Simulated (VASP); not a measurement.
## Gap of WS2 (Tungstenite), level by level

How does the gap of WS2 (Tungstenite) depend on the functional? The levels: LDA, PBEsol, PBE, r2SCAN, TB-mBJ, BLYP, AM05, HSE06, r2SCAN0, B3LYP, PBE + SOC and TB-mBJ + SOC. The start is a cell from a database of measured crystal structures.

Program: VASP 6.6.1. Level of theory: LDA; plane waves and PAW (W, S), in the first sound run; inputs show where later runs differ. Results are calculated unless marked as measured.

**1. The starting structure**

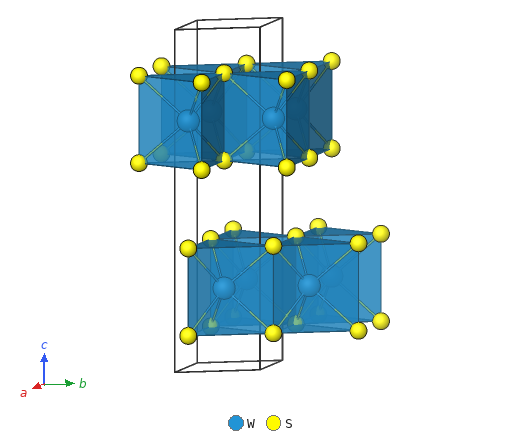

The starting structure, seen slightly off an axis (tungsten blue, sulfur yellow). 2×2×1 cells are drawn. Some periodic images of atoms are drawn too.

As a file:

```xyz
6
Lattice="3.1532 0.0000 0.0000 -1.5766 2.7308 0.0000 0.0000 0.0000 12.3230" Properties=species:S:1:pos:R:3 pbc="T T T"
W     0.0000    1.8205    3.0808
W     1.5766    0.9103    9.2423
S     0.0000    1.8205    7.6711
S     1.5766    0.9103    1.5096
S     0.0000    1.8205   10.8134
S     1.5766    0.9103    4.6519
```

**2. Bands with LDA, k 5×5×2**

The mesh alone shows little of the dispersion and can miss band extrema, so KPOINTS_OPT adds a path through the symmetry points after the self-consistent cycle. LDA, the lowest rung, knows the local density alone.

Input file INCAR:

```
SYSTEM = WS2
PREC = Accurate
ENCUT = 400
EDIFF = 1E-06
NELM = 100
ISMEAR = 0
SIGMA = 0.02
LREAL = .FALSE.
ALGO = Normal
GGA = CA
NBANDS = 34
LASPH = .TRUE.
LORBIT = 11
LWAVE = .FALSE.
LCHARG = .FALSE.
KPAR = 4
NCORE = 2
```

Input file POSCAR:

```
WS2
1.0
    3.1532000000      0.0000000000      0.0000000000
   -1.5766000000      2.7307513032      0.0000000000
    0.0000000000      0.0000000000     12.3230000000
W S
2 4
Direct
    0.3333333333      0.6666666667      0.2500000000
    0.6666666667      0.3333333333      0.7500000000
    0.3333333333      0.6666666667      0.6225000000
    0.6666666667      0.3333333333      0.1225000000
    0.3333333333      0.6666666667      0.8775000000
    0.6666666667      0.3333333333      0.3775000000
```

Input file KPOINTS:

```
Automatic mesh
0
Gamma
5 5 2
0 0 0
```

Input file KPOINTS_OPT:

```
Line mode
16
Line-mode
Reciprocal
  0.00000000   0.00000000   0.00000000 GAMMA
  0.50000000   0.00000000   0.00000000 M

  0.50000000   0.00000000   0.00000000 M
  0.33333333   0.33333333   0.00000000 K

  0.33333333   0.33333333   0.00000000 K
  0.00000000   0.00000000   0.00000000 GAMMA

  0.00000000   0.00000000   0.00000000 GAMMA
  0.00000000   0.00000000   0.50000000 A

  0.00000000   0.00000000   0.50000000 A
  0.50000000   0.00000000   0.50000000 L

  0.50000000   0.00000000   0.50000000 L
  0.33333333   0.33333333   0.50000000 H

  0.33333333   0.33333333   0.50000000 H
  0.00000000   0.00000000   0.50000000 A

  0.50000000   0.00000000   0.50000000 L
  0.50000000   0.00000000   0.00000000 M

  0.33333333   0.33333333   0.00000000 K
  0.33333333   0.33333333   0.50000000 H
```

PAW data sets: W and S (PBE family, release 64).

Started as:

```
> mpirun -np 8 vasp_std
```

Numbers of over 12 decimals in the logs are rounded to 6 here.

What it wrote:

```text
[banner, memory and clock lines left out]
running    8 mpi-ranks, on    1 nodes
 distrk:  each k-point on    2 cores,    4 groups
 distr:  one band on    2 cores,    1 groups

 POSCAR found type information on POSCAR W S
 POSCAR found :  2 types and       6 ions
|                                                                             |
|               ----> ADVICE to this user running VASP <----                  |
|                                                                             |
|     You enforced a specific xc type in the INCAR file but a different       |
|     [... a line on the potential file left out ...]
|     I HOPE YOU KNOW WHAT YOU ARE DOING!                                     |
|                                                                             |

 LDA part: xc-table for (Slater(with rela. corr.)+CA(PZ))
 , standard interpolation
 POSCAR, INCAR and KPOINTS ok, starting setup
 FFT: planning ... GRIDC
 FFT: planning ... GRID_SOFT
 FFT: planning ... GRID
 WAVECAR not read
 entering main loop
       N       E                     dE             d eps       ncg     rms          rms(c)
DAV:   1     0.132296173872E+03    0.13230E+03   -0.13413E+04   680   0.760E+02
DAV:   2    -0.440238339595E+02   -0.17632E+03   -0.16559E+03   836   0.196E+02
DAV:   3    -0.553679163156E+02   -0.11344E+02   -0.11188E+02   880   0.486E+01
DAV:   4    -0.555213881635E+02   -0.15347E+00   -0.15326E+00   880   0.639E+00
DAV:   5    -0.555240863110E+02   -0.26981E-02   -0.26967E-02   900   0.825E-01    0.428E+01
DAV:   6    -0.531858916198E+02    0.23382E+01   -0.43825E+00  1006   0.111E+01    0.175E+01
DAV:   7    -0.529026693107E+02    0.28322E+00   -0.16582E+00   818   0.768E+00    0.973E+00
DAV:   8    -0.527466035514E+02    0.15607E+00   -0.29635E-01   898   0.330E+00    0.146E+00
DAV:   9    -0.527432552263E+02    0.33483E-02   -0.51257E-02   840   0.108E+00    0.750E-01
DAV:  10    -0.527408352464E+02    0.24200E-02   -0.14480E-02   850   0.528E-01    0.347E-01
DAV:  11    -0.527405284986E+02    0.30675E-03   -0.12230E-03   872   0.168E-01    0.174E-01
DAV:  12    -0.527404960112E+02    0.32487E-04   -0.62920E-05   872   0.474E-02    0.129E-01
DAV:  13    -0.527404848344E+02    0.11177E-04   -0.28344E-05   808   0.223E-02    0.172E-02
DAV:  14    -0.527404830910E+02    0.17434E-05   -0.46296E-06   862   0.984E-03    0.164E-02
DAV:  15    -0.527404827996E+02    0.29148E-06   -0.50118E-07   454   0.321E-03
   1 F= -.52740483E+02 E0= -.52740483E+02  d E =-.660959E-23
 Start KPOINTS_OPT (optional k-point list driver)
k-point batch [1-10\144]
       N       E                     dE             ncg
DAV:   1     0.210287003465E+04   -0.51908E+03      680
DAV:   2     0.245349652184E+03   -0.18575E+04      904
DAV:   3     0.130049194296E+03   -0.11530E+03      856
DAV:   4     0.128395054516E+03   -0.16541E+01      920
DAV:   5     0.128363943645E+03   -0.31111E-01      872
DAV:   6     0.128363142228E+03   -0.80142E-03      928
DAV:   7     0.128363118523E+03   -0.23705E-04      880
DAV:   8     0.128363117811E+03   -0.71236E-06      656
[...]
k-point batch [141-144\144]
       N       E                     dE             ncg
DAV:   1     0.883067786086E+04   -0.45424E+04      272
DAV:   2     0.818109409609E+04   -0.64958E+03      314
DAV:   3     0.813976976212E+04   -0.41324E+02      328
DAV:   4     0.813918691032E+04   -0.58285E+00      328
DAV:   5     0.813917857745E+04   -0.83329E-02      360
DAV:   6     0.813917844523E+04   -0.13222E-03      312
DAV:   7     0.813917844209E+04   -0.31353E-05      360
DAV:   8     0.813917844202E+04   -0.68906E-07      224
```

Wall time 45 s (8 MPI ranks of AMD EPYC 7R43, shared host); peak memory 1.4 GiB.

The logs omit lines about the potential files and the build; timing stands in the text.

Parts of OUTCAR (step 2):

```text
ion  position               nearest neighbor table
   1  0.333  0.667  0.250-   4 2.40   6 2.40   4 2.40   6 2.40   4 2.40   6 2.40
   2  0.667  0.333  0.750-   3 2.40   5 2.40   3 2.40   5 2.40   3 2.40   5 2.40
   3  0.333  0.667  0.623-   2 2.40   2 2.40   2 2.40
   4  0.667  0.333  0.123-   1 2.40   1 2.40   1 2.40
   5  0.333  0.667  0.877-   2 2.40   2 2.40   2 2.40
   6  0.667  0.333  0.377-   1 2.40   1 2.40   1 2.40

  LATTYP: Found a hexagonal cell.
 ALAT       =     3.1532000000
 C/A-ratio  =     3.9080933655

 Subroutine GETGRP returns: Found 24 space group operations
 (whereof 12 operations were pure point group operations)

The static configuration has the point symmetry D_3d.
 The point group associated with its full space group is D_6h.

 Found     10 irreducible k-points:

   k-points           NKPTS =     10   k-points in BZ     NKDIM =     10   number of bands    NBANDS=     34

   dimension x,y,z NGX =    24 NGY =   24 NGZ =   80
   dimension x,y,z NGXF=    48 NGYF=   48 NGZF=  160

   ENCUT  =  400.0 eV  29.40 Ry    5.42 a.u.   5.14  5.14 20.10*2*pi/ulx,y,z

   NELECT =      36.0000    total number of electrons

 k-points in reciprocal lattice and weights: Automatic mesh
   0.00000000  0.00000000  0.00000000       0.020
   0.20000000 -0.00000000  0.00000000       0.120
   0.40000000 -0.00000000  0.00000000       0.120
   0.20000000  0.20000000  0.00000000       0.120
   0.40000000  0.20000000  0.00000000       0.120
   0.00000000  0.00000000  0.50000000       0.020
   0.20000000 -0.00000000  0.50000000       0.120
   0.40000000 -0.00000000  0.50000000       0.120
   0.20000000  0.20000000  0.50000000       0.120
   0.40000000  0.20000000  0.50000000       0.120

 average (electrostatic) potential at core
       1 -39.5690       2 -39.5690       3 -85.6901       4 -85.6901       5 -85.6901
       6 -85.6901

 E-fermi :   6.3076

 k-point     1 :       0.0000    0.0000    0.0000
  band No.  band energies     occupation
    ...
     14       4.0026      2.00000
     15       4.0026      2.00000
     16       4.7322      2.00000
     17       4.8939      2.00000
     18       6.1734      2.00000
     19       8.4979      0.00000
     20       8.4979      0.00000
     21       8.5110      0.00000
     22       8.5110      0.00000
     23       8.5599      0.00000
    ...

 k-point     2 :       0.2000   -0.0000    0.0000
  band No.  band energies     occupation
    ...
     14       3.3446      2.00000
     15       3.7726      2.00000
     16       4.6272      2.00000
     17       4.7926      2.00000
     18       5.0296      2.00000
     19       7.5488      0.00000
     20       8.1000      0.00000
     21       8.3455      0.00000
     22       8.3719      0.00000
     23       8.4250      0.00000
    ...

 k-point     3 :       0.4000   -0.0000    0.0000
  band No.  band energies     occupation
    ...
     14       3.6532      2.00000
     15       4.1580      2.00000
     16       4.1673      2.00000
     17       4.3361      2.00000
     18       4.5106      2.00000
     19       8.2363      0.00000
     20       8.2457      0.00000
     21       8.3482      0.00000
     22       8.7728      0.00000
     23       9.1407      0.00000
    ...

  Total       -2.1676354     -2.1676354     -2.0426008      0.0000000      0.0000000      0.0000000
  in kB      -32.7300526    -32.7300526    -30.8421011      0.0000000      0.0000000      0.0000000
  external PRESSURE =     -32.1007355 kB  Pullay stress =       0.0000000 kB

  energy-cutoff  :      400.00
  volume of cell :      106.11
      direct lattice vectors                 reciprocal lattice vectors
     3.153200000  0.000000000  0.000000000     0.317138145  0.183099794  0.000000000
    -1.576600000  2.730751303  0.000000000     0.000000000  0.366199587  0.000000000
     0.000000000  0.000000000 12.323000000     0.000000000  0.000000000  0.081149071

 POSITION                                       TOTAL-FORCE (eV/Angst)
 -----------------------------------------------------------------------------------
     -0.00000      1.82050      3.08075         0.000000      0.000000      0.000000
      1.57660      0.91025      9.24225         0.000000      0.000000      0.000000
     -0.00000      1.82050      7.67107        -0.000000      0.000000      0.260601
      1.57660      0.91025      1.50957         0.000000     -0.000000      0.260601
     -0.00000      1.82050     10.81343        -0.000000      0.000000     -0.260601
      1.57660      0.91025      4.65193         0.000000     -0.000000     -0.260601
 -----------------------------------------------------------------------------------
    total drift:                               -0.000000      0.000000     -0.000000

  FREE ENERGIE OF THE ION-ELECTRON SYSTEM (eV)
  ---------------------------------------------------
  free  energy   TOTEN  =       -52.7404827996 eV

  energy  without entropy=      -52.7404827996  energy(sigma->0) =      -52.74048280

 total charge
# of ion       s       p       d       tot
------------------------------------------
    1        0.558   0.708   4.367   5.633
    2        0.558   0.708   4.367   5.633
    3        1.350   2.332   0.000   3.682
    4        1.350   2.332   0.000   3.682
    5        1.350   2.332   0.000   3.682
    6        1.350   2.332   0.000   3.682
--------------------------------------------------
tot          6.515  10.743   8.735  25.993

[... 3 further parts left out ...]
```

Spin-orbit coupling is off here; with elements this heavy it splits and shifts levels by tenths of an eV or more. The PAW data sets were made with PBE, though LDA sets exist; this is a small mismatch. At this level the cell is under a tension of 3.2 GPa, so at these settings it is away from equilibrium. The data set W keeps the semicore shell frozen, which is cheaper and a little less accurate.

Numbers from this step:

| Quantity | Value |
| --- | --- |
| SCF cycles | 15 |
| electrons | 36 |
| bands | 34 |
| irreducible k-points | 10 |
| symmetry operations | 24 |
| free energy (TOTEN) | -52.7405 eV |
| Fermi energy | 6.308 eV |
| pressure | -3.210 GPa |
| metallic | no |
| least gap on mesh and path | 0.9129 eV |
| least direct gap on mesh and path | 1.830 eV |
| valence top at k | 0, 0, 0 |
| conduction bottom at k | 0.1778, 0.1778, 0 |
| least direct gap at k | 0.3333, 0.3333, 0 |

Electronic bands along the path, in eV, zero at the valence-band top; v1 is the highest filled band, c1 the lowest empty one:

```
    point     v4     v3     v2     v1    c1    c2    c3    c4
        Γ  -2.17  -1.44  -1.28   0.00  2.32  2.32  2.34  2.34
        M  -1.91  -1.70  -1.70  -1.52  2.27  2.31  2.54  2.87
        K  -2.89  -2.89  -0.77  -0.55  1.28  1.28  1.95  3.25
        Γ  -2.17  -1.44  -1.28   0.00  2.32  2.32  2.34  2.34
        A  -2.20  -2.20  -0.31  -0.31  2.32  2.32  2.32  2.32
        L  -1.80  -1.80  -1.59  -1.59  2.29  2.29  2.73  2.73
        H  -3.08  -3.08  -0.67  -0.67  1.28  1.28  2.51  2.51
        A  -2.20  -2.20  -0.31  -0.31  2.32  2.32  2.32  2.32
jump to L  -1.80  -1.80  -1.59  -1.59  2.29  2.29  2.73  2.73
        M  -1.91  -1.70  -1.70  -1.52  2.27  2.31  2.54  2.87
jump to K  -2.89  -2.89  -0.77  -0.55  1.28  1.28  1.95  3.25
        H  -3.08  -3.08  -0.67  -0.67  1.28  1.28  2.51  2.51
```

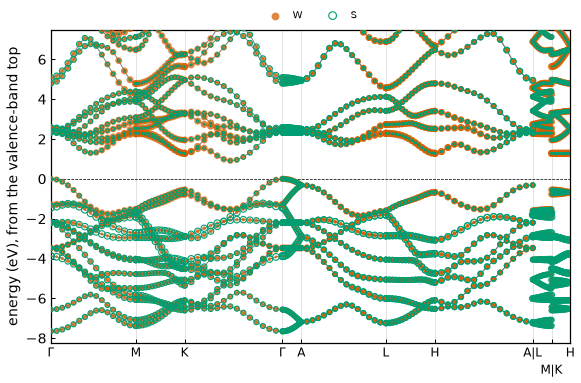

Electronic bands along the path; dots are coloured as in the legend, and their area grows with the weight.

Force by atom:

```
atom  x (eV/Å)  y (eV/Å)  z (eV/Å)   size
  W1     0.000     0.000     0.000  0.000
  W2     0.000     0.000     0.000  0.000
  S3     0.000     0.000     0.261  0.261
  S4     0.000     0.000     0.261  0.261
  S5     0.000     0.000    -0.261  0.261
  S6     0.000     0.000    -0.261  0.261
```

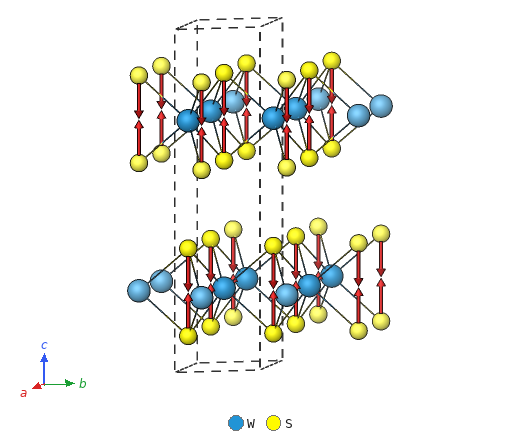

Force as arrows, the longest 0.261 eV/Å. 2×2×1 cells are drawn. Some periodic images of atoms are drawn too.

The gap is 0.91 eV, indirect, from Γ to a point between the labelled ones.

(Continued in part 2 of 6.)

[Lines on the potential files, build, host, timing and source positions are cut from VASP's logs without a mark.]

[Logs are printed without paths, hosts, clocks, repeated set-up lines and the standing remarks that a program may print on its own settings, such as how far it seeks lower states.]

[Hosts, paths, dates, database ids (printed as entryN), source tags and the programs' standing remarks are cut or masked in the printed files.]

[A measured line is paired with the nearest computed mode of its activity, which favours agreement.]
